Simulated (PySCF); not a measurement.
SMILES B(O)(O)O[SiH2][O][GeH3], singlet at its PBE0/def2-SVP optimised geometry (Å):

```
14

Ge     2.5463    -1.0253    -2.9411
O      2.0553     0.3120    -1.8617
Si     1.5447     0.4378    -0.3061
O      0.3173    -0.6308     0.0000
B     -1.0520    -0.6308     0.0000
O     -1.6847    -1.8322     0.0018
O     -1.8037     0.5130     0.0000
H      1.2749    -1.6612    -3.5242
H      3.3571    -2.0451    -2.1211
H      3.4035    -0.3719    -4.0334
H      1.0379     1.8322    -0.1163
H      2.6399     0.1280     0.6501
H     -2.6399    -1.7187     0.0122
H     -1.2805     1.3199     0.0115
```

Level of theory: PySCF with PBE0/def2-TZVP.

Map of the electron localisation function on the plane z = 0.6 Å:

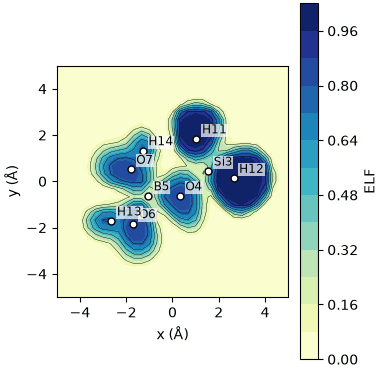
Figure. Electron localisation function on the plane z = 0.6 Å.
